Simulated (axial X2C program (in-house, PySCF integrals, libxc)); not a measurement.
# A two-component session on RhNa⁻: properties at the nuclei

Aim: properties at the nuclei of RhNa⁻, with spin–orbit coupling in the Hamiltonian from the start.

Method: two-component X2C with atomic mean-field terms, Rh dyall-acv3z, Na dyall-av3z; program: an in-house X2C program for linear molecules on PySCF integrals.

All values are calculated.

## 1. Input

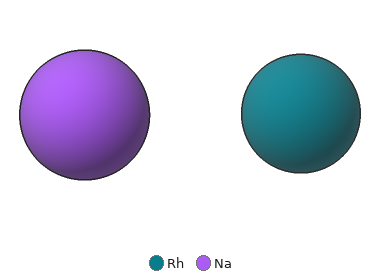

The two atoms at 2.800 Å (rhodium blue, sodium purple).

Contents of task.json:

```json
{"zs": [45, 11], "q": -1, "bas": ["dyall-acv3z", "dyall-av3z"], "r0": 2.8, "levels": ["PBE0", "HF", "r2SCAN", "BHandHLYP", "BP86"], "nst": 3}
```

Keys: zs atomic numbers; q charge; bas basis sets; r0 starting distance in Å; levels methods (HF also brings MP2); nst determinants followed.

On the command line:

```console
$ python soeom.py task.json out
```

Nuclei are Gaussian, cores are contracted, and the Gaunt term is on.

## 2. Expectation values, lowest determinant

R = 2.968 Å. State: Ω = 7/2 (excess of +ω over −ω: 2 × ω = 1/2, ω = 5/2).

Output of the PBE0 run:

```text
two-component X2C + atomic mean field  PBE0
basis functions 235  fitting functions 1098  grid points 5087
iter        total energy     max residual
   1      -4943.829127547     9.27e-05
   2      -4943.829127562     5.84e-05
   3      -4943.829127578     7.73e-06
   4      -4943.829127579     8.50e-06
converged
one-electron -7004.30519500  Coulomb 2128.71907675  exact exchange -37.88886846  xc functional -116.17115031  nuclear repulsion 88.25563322  atomic mean-field constant -2.43862379
```

The highest occupied spinor is 37% Na p, 34% Na s, 20% Rh p.

```tsv
level	Eeff magnitude (GV/cm)	Ws magnitude Rh (kHz)	A∥/gI Rh (MHz)	qzz Rh (a.u.)	A∥/gI Na (MHz)	qzz Na (a.u.)
PBE0	1.86	0.294	501	-0.34	16.7	-0.12
HF	4.69	0.739	380	-0.32	-2.92	-0.12
r2SCAN	2.52	0.402	538	-0.45	19.8	-0.13
BHandHLYP	1.97	0.303	432	-0.08	23.1	-0.12
BP86	1	0.165	636	-1.21	23.3	-0.13
```

Eeff is the effective electric field on the electron dipole moment in this Ω state and Ws the scalar–pseudoscalar constant (defined with the proton number Z and per Ω); A∥ is the parallel hyperfine constant, which follows by multiplying with the nuclear g factor gI = μI/(I μN); qzz is the electric field gradient, eQq0 = 234.96 MHz × Q/barn × qzz. The operators were transformed with the bare-nucleus X2C matrices.

## 3. Expectation values, a higher determinant

R = 2.968 Å. State: Ω = 5/2 (excess of +ω over −ω: ω = 5/2), 0.06 eV above the lowest in the PBE0 search for states (made at or near this distance, with looser thresholds).

Output of the PBE0 run:

```text
two-component X2C + atomic mean field  PBE0
basis functions 235  fitting functions 1098  grid points 5087
iter        total energy     max residual
   1      -4943.826888154     8.23e-05
   2      -4943.826888179     5.98e-05
   3      -4943.826888202     1.58e-05
   4      -4943.826888221     2.53e-05
   5      -4943.826888243     4.14e-05
   6      -4943.826888260     2.41e-05
   7      -4943.826888268     1.73e-05
   8      -4943.826888273     1.37e-05
   9      -4943.826888276     6.71e-06
converged
one-electron -7004.27395873  Coulomb 2128.68608266  exact exchange -37.88752059  xc functional -116.16850106  nuclear repulsion 88.25563322  atomic mean-field constant -2.43862379
```

The highest occupied spinor is 45% Na p, 25% Na s, 18% Rh p.

```tsv
level	Eeff magnitude (GV/cm)	Ws magnitude Rh (kHz)	A∥/gI Rh (MHz)	qzz Rh (a.u.)	A∥/gI Na (MHz)	qzz Na (a.u.)
PBE0	1.16	0.249	434	-0.30	-41.2	-0.14
HF	5.13	1.13	334	-0.33	-17.7	-0.13
r2SCAN	0.952	0.223	594	-1.03	-37.9	-0.14
BHandHLYP	1.65	0.352	286	-0.01	-46	-0.12
BP86	0.0992	0.0157	730	-2.14	-22.8	-0.08
```

## 4. Expectation values, a higher determinant

R = 2.968 Å. State: Ω = 1/2 (excess of +ω over −ω: 2 × ω = -1/2, ω = 3/2), 0.25 eV above the lowest in the PBE0 search for states (made at or near this distance, with looser thresholds).

Output of the PBE0 run:

```text
two-component X2C + atomic mean field  PBE0
basis functions 235  fitting functions 1098  grid points 5087
iter        total energy     max residual
   1      -4943.819879481     7.21e-05
   2      -4943.819879503     5.76e-05
   3      -4943.819879524     1.37e-05
   4      -4943.819879530     2.06e-05
   5      -4943.819879536     1.11e-05
   6      -4943.819879536     7.75e-06
converged
one-electron -7004.25468488  Coulomb 2128.67424580  exact exchange -37.88808826  xc functional -116.16836164  nuclear repulsion 88.25563322  atomic mean-field constant -2.43862379
```

The highest occupied spinor is 37% Na p, 34% Na s, 20% Rh p.

```tsv
level	Eeff magnitude (GV/cm)	Ws magnitude Rh (kHz)	A∥/gI Rh (MHz)	qzz Rh (a.u.)	A∥/gI Na (MHz)	qzz Na (a.u.)
PBE0	1.84	2.05	847	-0.34	-114	-0.12
HF	4.85	5.37	1490	-0.23	19.3	-0.13
r2SCAN	2.51	2.81	749	-0.57	-136	-0.13
BHandHLYP	1.98	2.14	1210	0.00	-159	-0.12
BP86	0.963	1.12	-194	-1.18	-162	-0.13
```

## 5. Outcome

| quantity | value |
| --- | --- |
| lowest determinant | Ω = 7/2 (excess of +ω over −ω: 2 × ω = 1/2, ω = 5/2) |
| Eeff magnitude (GV/cm), PBE0 | 1.86 |
| Ws magnitude Rh (kHz), PBE0 | 0.294 |
| A∥/gI Rh (MHz), PBE0 | 501 |
| qzz Rh (a.u.), PBE0 | -0.34 |
| higher determinant | Ω = 5/2 (excess of +ω over −ω: ω = 5/2) |
| Eeff magnitude (GV/cm), PBE0, higher determinant | 1.16 |
| Ws magnitude Rh (kHz), PBE0, higher determinant | 0.249 |
| A∥/gI Rh (MHz), PBE0, higher determinant | 434 |
| qzz Rh (a.u.), PBE0, higher determinant | -0.30 |
| higher determinant | Ω = 1/2 (excess of +ω over −ω: 2 × ω = -1/2, ω = 3/2) |
| Eeff magnitude (GV/cm), PBE0, higher determinant | 1.84 |
| Ws magnitude Rh (kHz), PBE0, higher determinant | 2.05 |
| A∥/gI Rh (MHz), PBE0, higher determinant | 847 |
| qzz Rh (a.u.), PBE0, higher determinant | -0.34 |

In words: In the first state, the effective field runs from 1 to 4.69 GV/cm over the mean-field levels, so the levels don't agree on it. The expectation values come from single determinants, which for open shells can mix terms of unlike spin or miss the lowest Ω, so a determinant need not be a state. Eeff is the effective electric field on the electron dipole moment in this Ω state and Ws the scalar–pseudoscalar constant (defined with the proton number Z and per Ω); A∥ is the parallel hyperfine constant, which follows by multiplying with the nuclear g factor gI = μI/(I μN); qzz is the electric field gradient, eQq0 = 234.96 MHz × Q/barn × qzz. The operators were transformed with the bare-nucleus X2C matrices. A second determinant lies within 0.1 eV of the first, so their order is not settled at this level.
